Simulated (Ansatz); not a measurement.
**H2O3 (trioxidane) at 6 levels**

Aim: a comparison of 6 runs (BLYP/STO-3G, PBE/STO-3G, UPBE0/STO-3G, BCCD(T)/STO-3G, CCSD/STO-3G, FCI/STO-3G) of H2O3 (trioxidane). 

The calculation is run with Ansatz 0.2.0.

27 further runs of the same task are left out: 2 that didn't finish, 25 set aside as unsound or not needed.

## 1. The molecule

The species is H2O3 (5 atoms), meant as a singlet with charge 0. SMILES: `OOO`. The H4–O1 distance was set to 1.210 Å, away from the relaxed value.

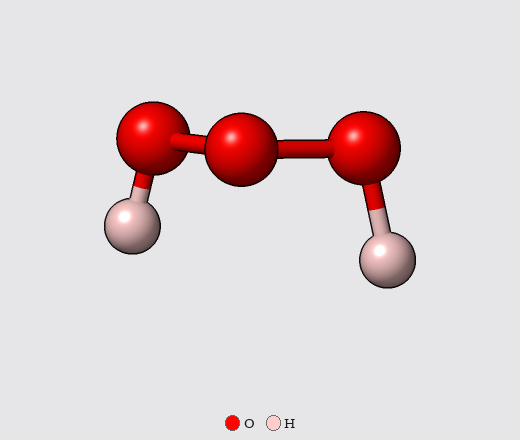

The structure, seen from a chosen angle (oxygen red, hydrogen pink).

## 2. A single-point energy at BLYP/STO-3G (run 1)

Contents of run.yaml:

```yaml
crystal:
  periodic: [false, false, false]
  atoms:
    - {symbol: O, position_ang: [-0.882808, -0.881991, -0.011381]}
    - {symbol: O, position_ang: [-0.048138, -0.225601, 0.904989]}
    - {symbol: O, position_ang: [1.258602, -0.248871, 0.395829]}
    - {symbol: H, position_ang: [-1.310410, 0.028200, -0.685190]}
    - {symbol: H, position_ang: [1.324792, 0.600179, -0.065241]}
basis:
  gaussian:
    orbitals: STO-3G
hamiltonian:
  xc: {name: BLYP}
accuracy: high
```

Command:

```
$ ansatz run run.yaml --threads 1 --pin off --max-ram 3480MiB --events-out events.jsonl --progress --plain --runs-dir runs
```

Standard output:

```text
Warning: RAYON_NUM_THREADS=1 ignored (pool sized by the plan → 1); use --threads N
Functional definition: BLYP
  name "BLYP"
  parameter beta = 0.0042
  parameter a = 0.04918
  parameter b = 0.132
  parameter c = 0.2533
  parameter d = 0.349
  exchange = b88_x(beta = beta)
  correlation = lyp_c(a = a, b = b, c = c, d = d)
296 factors; integrals over basis functions are off by at most 4.4e-8 eV
mean field evaluation 1: about -6081.6587 eV, gradient 1.3e1 eV
mean field evaluation 2: about -6081.1717 eV, gradient 2.0e1 eV
mean field evaluation 4: about -6082.2729 eV, gradient 1.0e0 eV
mean field evaluation 8: about -6082.2070 eV, gradient 8.8e-3 eV
mean field evaluation 16: about -6082.2070 eV, gradient 1.9e-7 eV
mean field -6082.20695583 eV, -223.5169829588 hartree, gradient 8.9e-9 eV, S^2 0.000000; 0 other end points of the search recorded, 0 dependent functions left out
reference -6082.20698563 eV, -223.5169840538 hartree; 13, 13 occupied and 4, 4 virtual orbitals, 296 factors
Total energy: -6082.20698563 eV, -223.5169840538 hartree
```

It took 1 s on 1 thread of Arm Neoverse V1, shared host.

## 3. The energy at PBE/STO-3G (run 2)

Contents of job.yaml:

```yaml
crystal:
  periodic: [false, false, false]
  atoms:
    - symbol: O
      position_ang: [-0.882808, -0.881991, -0.011381]
    - symbol: O
      position_ang: [-0.048138, -0.225601, 0.904989]
    - symbol: O
      position_ang: [1.258602, -0.248871, 0.395829]
    - symbol: H
      position_ang: [-1.310410, 0.028200, -0.685190]
    - symbol: H
      position_ang: [1.324792, 0.600179, -0.065241]
basis:
  gaussian:
    orbitals: STO-3G
hamiltonian:
  xc: pbe
accuracy: high
```

Command:

```
$ ansatz run job.yaml --threads 1 --pin off --max-ram 3480MiB --events-out events.jsonl --progress --plain --runs-dir runs
```

Standard output:

```text
Warning: RAYON_NUM_THREADS=1 ignored (pool sized by the plan → 1); use --threads N
Functional definition: PBE
  name "PBE"
  parameter kappa = 0.804
  parameter beta = 0.06672455060314922
  exchange = pbe_x(kappa = kappa, mu = beta*pi^2/3)
  correlation = pbe_c(beta = beta)
296 factors; integrals over basis functions are off by at most 4.4e-8 eV
mean field evaluation 1: about -6077.3685 eV, gradient 1.3e1 eV
mean field evaluation 2: about -6076.8889 eV, gradient 2.0e1 eV
mean field evaluation 4: about -6077.9909 eV, gradient 1.1e0 eV
mean field evaluation 8: about -6077.9273 eV, gradient 7.9e-3 eV
mean field evaluation 16: about -6077.9273 eV, gradient 1.7e-7 eV
mean field -6077.92726657 eV, -223.3597072795 hartree, gradient 6.7e-9 eV, S^2 0.000000; 0 other end points of the search recorded, 0 dependent functions left out
reference -6077.92726802 eV, -223.3597073326 hartree; 13, 13 occupied and 4, 4 virtual orbitals, 296 factors
Total energy: -6077.92726802 eV, -223.3597073326 hartree
```

Run time: 1 s. Hardware: 1 thread of Arm Neoverse V1, shared host.

## 4. The energy at UPBE0/STO-3G (run 3)

Contents of molecule.yaml:

```yaml
basis:
  gaussian: {orbitals: STO-3G}
crystal:
  periodic: [false, false, false]
  atoms:
    - {symbol: O, position_ang: [-0.882808, -0.881991, -0.011381]}
    - {symbol: O, position_ang: [-0.048138, -0.225601, 0.904989]}
    - {symbol: O, position_ang: [1.258602, -0.248871, 0.395829]}
    - {symbol: H, position_ang: [-1.310410, 0.028200, -0.685190]}
    - {symbol: H, position_ang: [1.324792, 0.600179, -0.065241]}
magnetization: {spin_polarized: true}
hamiltonian: {xc: {name: PBE0}}
accuracy: high
```

Command:

```
$ ansatz run molecule.yaml --threads 1 --pin off --max-ram 3480MiB --events-out events.jsonl --progress --plain --runs-dir runs
```

Standard output:

```text
Warning: RAYON_NUM_THREADS=1 ignored (pool sized by the plan → 1); use --threads N
Functional definition: PBE0
  name "PBE0"
  parameter a = 0.25
[... 2 set-up lines as earlier in the session ...]
  exchange = (1 - a)*pbe_x(kappa = kappa, mu = beta*pi^2/3) + a*exact_x
[... 1 set-up line as earlier in the session ...]
296 factors; integrals over basis functions are off by at most 4.4e-8 eV
mean field evaluation 1: about -6077.8143 eV, gradient 9.6e0 eV
mean field evaluation 2: about -6077.8977 eV, gradient 1.0e1 eV
mean field evaluation 4: about -6078.4690 eV, gradient 4.3e-1 eV
mean field evaluation 8: about -6078.4806 eV, gradient 2.4e-3 eV
mean field evaluation 16: about -6078.4806 eV, gradient 2.5e-8 eV
mean field -6078.48063972 eV, -223.3800433676 hartree, gradient 2.5e-8 eV, S^2 0.000000; 0 other end points of the search recorded, 0 dependent functions left out
reference -6078.48064081 eV, -223.3800434078 hartree; 13, 13 occupied and 4, 4 virtual orbitals, 296 factors
Total energy: -6078.48064081 eV, -223.3800434078 hartree
```

It took 1.7 s on 1 thread of Arm Neoverse V1, shared host; peak memory 0.12 GiB.

Runs 4 to 5 aren't shown in full; the table further down has their settings and results.

## 5. A single-point energy at FCI/STO-3G (run 6)

Changes to molecule.yaml since step 4:

```diff
@@ -1,3 +1 @@
-basis:
-  gaussian: {orbitals: STO-3G}
 crystal:
@@ -10,4 +8,8 @@
     - {symbol: H, position_ang: [1.324792, 0.600179, -0.065241]}
-magnetization: {spin_polarized: true}
-hamiltonian: {xc: {name: PBE0}}
+basis:
+  gaussian:
+    orbitals: STO-3G
+correlation:
+  method: fci
+  frozen_orbitals: {H: 0, O: 1}
 accuracy: high
```

Command:

```
$ ansatz run molecule.yaml --threads 1 --pin off --max-ram 3480MiB --events-out events.jsonl --progress --plain --runs-dir runs
```

Standard output:

```text
Warning: RAYON_NUM_THREADS=1 ignored (pool sized by the plan → 1); use --threads N
Functional definition: HF
  name "HF"
  exchange = exact_x
  correlation = 0
296 factors; integrals over basis functions are off by at most 4.4e-8 eV
mean field evaluation 1: about -6054.4275 eV, gradient 1.6e1 eV
mean field evaluation 2: about -6054.6504 eV, gradient 1.6e1 eV
mean field evaluation 4: about -6055.6886 eV, gradient 1.2e0 eV
mean field evaluation 8: about -6055.6945 eV, gradient 1.3e-5 eV
mean field -6055.69453304 eV, -222.5426693922 hartree, gradient 9.2e-9 eV, S^2 0.000000; 0 other end points of the search recorded, 0 dependent functions left out
3 core orbitals not correlated: weight in the atoms' cores, before any rotation towards them, 1.000 or more for the frozen orbitals, at most 0.000 for the correlated occupied ones
reference -6055.69453304 eV, -222.5426693922 hartree; 10, 10 occupied and 4, 4 virtual orbitals, 296 factors
state -6060.65904768 eV, -222.7251119401 hartree
Total energy: -6060.65904768 eV, -222.7251119401 hartree
```

Run time: 4.2 s. Hardware: 1 thread of Arm Neoverse V1, shared host; peak memory 0.14 GiB.

## 6. Overview of the runs

```csv
run,level,frozen core orbitals,energy (Eh),wall time
1,BLYP/STO-3G,–,-223.516984,1 s
2,PBE/STO-3G,–,-223.359707,1 s
3,UPBE0/STO-3G,–,-223.380043,1.7 s
4,BCCD(T)/STO-3G,3,-222.723981,0.2 s
5,CCSD/STO-3G,3,-222.721963,0.16 s
6,FCI/STO-3G,3,-222.725112,4.2 s
```

## 7. What came out

| quantity | value |
| --- | --- |
| run 6: total energy | -222.72511 Eh |
| run 6: correlation energy (3 core orbitals frozen) | -182.4 mEh |

What this shows: Against full CI in this basis: BCCD(T) +1.1 mEh; CCSD +3.1 mEh. Totals of different functionals can't be ranked against each other. In runs 1, 2, 3, 4, 5, 6 the basis is minimal, so the values are rough. All runs together took 8.3 s, the longest 4.2 s.
